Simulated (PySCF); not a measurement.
## Energy and gradient calculation of BPH6

- system: BPH6, SMILES [BH3-][PH3+]
- method: HF/def2-SVPD, RHF (PySCF 2.14.0)

The geometry comes from this level: PBE0-D4/def2-TZVP. Figures and captions count atoms from 1; the log counts them from 0 in places.

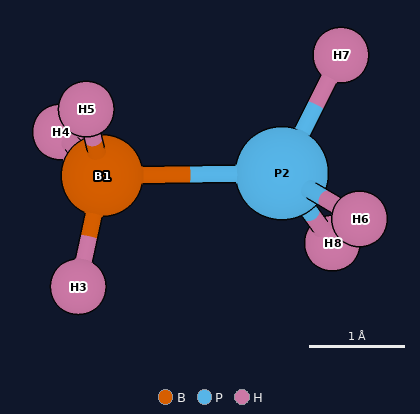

*The structure as given in the input (ball-and-stick view, seen on its broad side; atoms are numbered from 1 in the order of the input).*

### Key numbers

| quantity | value |
| --- | --- |
| outcome | converged |
| total energy | −368.756278 hartree |
| basis functions | 92 |
| largest force | 1.439 eV/Å |
| HOMO | −11.88 eV |
| LUMO | 2.15 eV |
| dipole moment | 4.40 D |
| hardware | 1 thread of Intel Xeon @ 2.50GHz (Skylake/Cascade Lake), 189 GiB of memory available, shared host |
| wall time | 14 s |
| peak memory | 0.19 GiB |

### Input (job.py)
```python
# [BH3-][PH3+]
import pyscf.grad
from pyscf import gto

mol = gto.M(
    atom='''
B     -1.050877     0.429346    -1.727210
P      0.819952    -0.343174     1.261770
H     -3.200062     0.648365    -0.982847
H     -0.695041    -1.379878    -3.076474
H     -0.104880     2.370095    -2.475352
H      0.791417     1.428066     3.248061
H      3.445160    -0.718663     1.033869
H      0.168564    -2.542060     2.612735
''',
    max_memory=1860,
    unit='bohr',
    verbose=3,
    basis='def2-svpd',
    charge=0,
)

mf = mol.RHF()
mf.conv_tol = 1e-10
mf.kernel()
if not mf.converged:
    mf = mf.newton().run(mf.mo_coeff, mf.mo_occ)

energy = mf.e_tot
print(f'total energy: {energy:.8f} hartree')
grad = mf.Gradients().kernel()
dip = mf.dip_moment()
pop, q = mf.mulliken_pop()
```

Command:
```bash
OMP_NUM_THREADS=1 python job.py
```

### The program's output
```
converged SCF energy = -368.756278306945
total energy: -368.75627831 hartree
--------------- RHF gradients ---------------
         x                y                z
0 B     0.0065580710    -0.0027401742     0.0104774582
1 P    -0.0145062576     0.0060295842    -0.0231489694
2 H     0.0033481333    -0.0005333212     0.0000500704
3 H     0.0001620387     0.0020588056     0.0027082351
4 H    -0.0005730595    -0.0027152075     0.0019415721
5 H     0.0011389982     0.0008717320     0.0033733167
6 H     0.0032151739    -0.0007764593     0.0016881696
7 H     0.0006569020    -0.0021949595     0.0029101472
----------------------------------------------
Dipole moment(X, Y, Z, Debye):  2.28136, -0.94214,  3.64479
 ** Mulliken pop  **
pop of  0 B 1s            1.98919
pop of  0 B 2s            0.72741
pop of  0 B 3s            0.49963
pop of  0 B 4s           -0.03159
pop of  0 B 2px           0.57147
pop of  0 B 2py           0.61376
pop of  0 B 2pz           0.49252
pop of  0 B 3px           0.20288
pop of  0 B 3py           0.28070
pop of  0 B 3pz           0.05765
pop of  0 B 3dxy          0.00876
pop of  0 B 3dyz          0.00874
pop of  0 B 3dz^2         0.00799
pop of  0 B 3dxz          0.01626
pop of  0 B 3dx2-y2       0.01171
pop of  0 B 4dxy          0.00025
pop of  0 B 4dyz          0.01116
pop of  0 B 4dz^2         0.00875
pop of  0 B 4dxz          0.00533
pop of  0 B 4dx2-y2       0.00560
pop of  1 P 1s            1.99925
pop of  1 P 2s            1.98994
pop of  1 P 3s            1.13741
pop of  1 P 4s            0.17970
pop of  1 P 5s            0.05280
pop of  1 P 2px           1.97861
pop of  1 P 2py           1.97793
pop of  1 P 2pz           1.97987
pop of  1 P 3px           0.47138
pop of  1 P 3py           0.43994
pop of  1 P 3pz           0.53036
pop of  1 P 4px           0.70585
pop of  1 P 4py           0.66982
pop of  1 P 4pz           0.77335
pop of  1 P 3dxy          0.00960
pop of  1 P 3dyz          0.06951
pop of  1 P 3dz^2         0.02904
pop of  1 P 3dxz          0.01203
pop of  1 P 3dx2-y2       0.05557
pop of  1 P 4dxy          0.01120
pop of  1 P 4dyz          0.10838
pop of  1 P 4dz^2         0.05566
pop of  1 P 4dxz          0.00595
pop of  1 P 4dx2-y2       0.07136
pop of  2 H 1s            0.74437
pop of  2 H 2s            0.18525
pop of  2 H 2px           0.00946
pop of  2 H 2py           0.00178
pop of  2 H 2pz           0.00189
pop of  2 H 3px          -0.01262
pop of  2 H 3py          -0.01438
pop of  2 H 3pz           0.02100
pop of  3 H 1s            0.74440
pop of  3 H 2s            0.18511
pop of  3 H 2px           0.00166
pop of  3 H 2py           0.00660
pop of  3 H 2pz           0.00486
pop of  3 H 3px          -0.00219
pop of  3 H 3py          -0.00393
pop of  3 H 3pz           0.00013
pop of  4 H 1s            0.74437
pop of  4 H 2s            0.18526
pop of  4 H 2px           0.00269
pop of  4 H 2py           0.00783
pop of  4 H 2pz           0.00260
pop of  4 H 3px           0.00295
pop of  4 H 3py          -0.01375
pop of  4 H 3pz           0.00480
pop of  5 H 1s            0.74083
pop of  5 H 2s            0.01912
pop of  5 H 2px           0.00117
pop of  5 H 2py           0.00734
pop of  5 H 2pz           0.00915
pop of  5 H 3px          -0.00543
pop of  5 H 3py           0.01124
pop of  5 H 3pz           0.01237
pop of  6 H 1s            0.74077
pop of  6 H 2s            0.01910
pop of  6 H 2px           0.01481
pop of  6 H 2py           0.00130
pop of  6 H 2pz           0.00155
pop of  6 H 3px           0.02289
pop of  6 H 3py          -0.01037
pop of  6 H 3pz           0.00565
pop of  7 H 1s            0.74078
pop of  7 H 2s            0.01911
pop of  7 H 2px           0.00205
pop of  7 H 2py           0.01065
pop of  7 H 2pz           0.00496
pop of  7 H 3px          -0.00011
pop of  7 H 3py           0.01372
pop of  7 H 3pz           0.00456
 ** Mulliken atomic charges  **
charge of    0B =     -0.48816
charge of    1P =     -0.31449
charge of    2H =      0.06325
charge of    3H =      0.06336
charge of    4H =      0.06324
charge of    5H =      0.20422
charge of    6H =      0.20430
charge of    7H =      0.20428
```

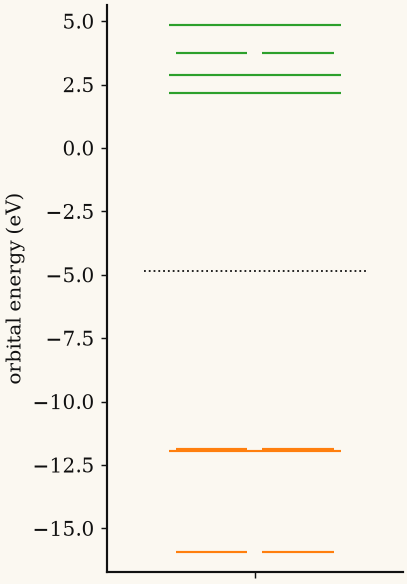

*Orbital energies near the frontier; the dotted line parts filled from empty levels, and levels within 0.02 eV of each other stand side by side.*

Highest filled −11.88 eV, lowest empty 2.15 eV, 14.03 eV apart.
